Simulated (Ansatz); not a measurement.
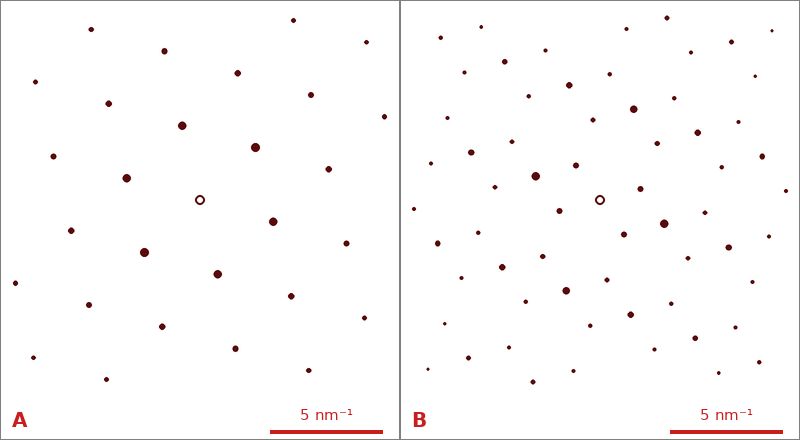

Kinematic electron diffraction patterns (300 kV, B = 0.5 Å², same scale, each along a low-index zone) of two structures of composition CsMg, each relaxed at zero pressure with Ansatz 0.2.0, DFT PBE, scalar-relativistic, plane waves, PAW.

The structures (standard cells):
1. Fd-3m (No. 227), a = 9.168 Å, 16 atoms; generated start, possibly hypothetical
2. Fm-3m (No. 225), a = 8.219 Å, 8 atoms; generated start, possibly hypothetical

> Which pattern belongs to which structure, and along which zone?

A is structure 2 along [111] or an equivalent direction: hexagonal net of -2 2 0 at d = 2.91 Å and -2 0 2 at d = 2.91 Å, 60.0° apart. B is structure 1 along [110] or an equivalent direction: centred rectangular net of -1 1 -1 at d = 5.29 Å and -1 1 1 at d = 5.29 Å, 70.5° apart (some points of this net are extinct or too weak to see).

> Which structure lies lowest at this level of theory, and by how much?

Structure 1 (Fd-3m, 48.16 Å³ an atom) is the lowest of these; structure 2 (Fm-3m, 69.39 Å³ an atom) lies about 130 meV an atom higher. These are static energies at 0 K; other structures, not shown, may lie lower still.
